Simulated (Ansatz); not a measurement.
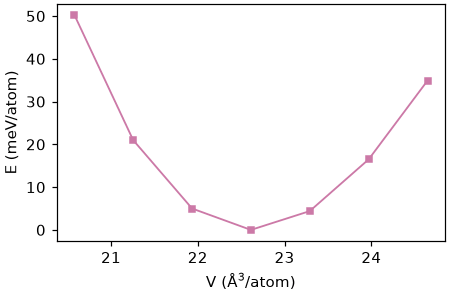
Figure: Ge (diamond, space group No. 227) under volume change, r²SCAN+D4 in the plane-wave PAW code Ansatz, scaled uniformly.

What does a third-order Birch–Murnaghan fit give for V₀, B₀ and B′?

V₀ = 22.62 Å³/atom, B₀ = 72.5 GPa, B′ = 5.0.

Space group Fd-3m (diamond). The r²SCAN+D4 relaxation kept the symmetry of its start.

Potentials: the later of the program's two PAW sets.
